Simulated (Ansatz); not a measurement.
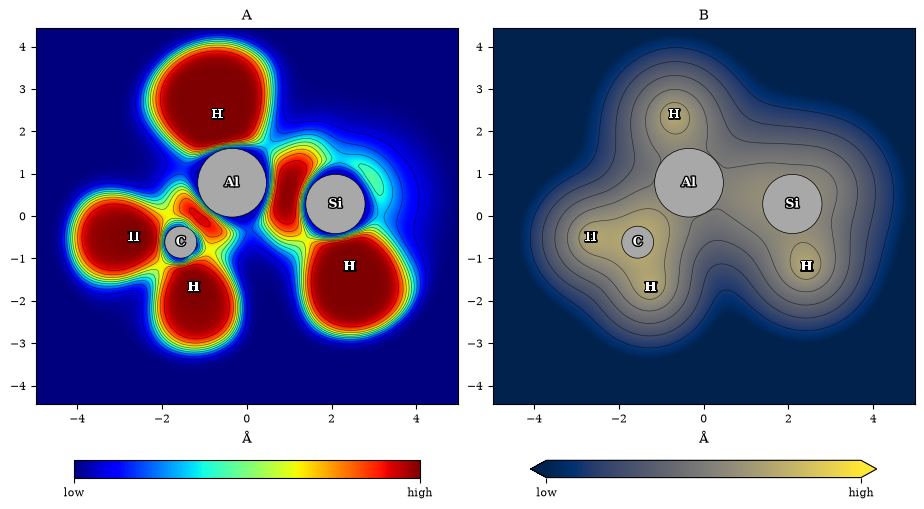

CH6AlSi (charge −1): 2 fields on the plane of atoms H5, C1 and H6, with unlabelled colour scales. Grey discs cover the atomic cores.

The highest occupied orbital lies above zero, a sign that basis and functional describe the outermost electron poorly.

All numbers below come from RKS revPBE-D4/def2-SVP (Ansatz 0.2.0).

```
atom    x (Å)    y (Å)    z (Å)
   C  -0.9249   1.1209  -1.0943
  Al   0.5702   0.1829  -0.5285
  Si   0.3686  -1.3639   1.4115
   H  -1.0344  -1.4430   2.0089
   H  -0.9480   1.8367  -1.9437
   H  -1.9196   1.0282  -0.6109
   H   2.0730   0.2484  -1.1734
   H   0.7048  -2.8400   1.1759
   H   1.2296  -1.0683   2.6441
```

**Which field does each panel show? The fields are: electron density and electron localisation function.**

Panel A: electron localisation function. Panel B: electron density. From the grid: C–Al (1.85 Å): the density is about 0.75 e/Å³ at the midpoint; the ELF peaks at about 0.90 between the atoms (a shared but strongly polarised pair). Al–Si (2.49 Å): ρ at the midpoint is about 0.45 e/Å³; the ELF peaks at about 1 between the atoms: localised, covalent bonding.
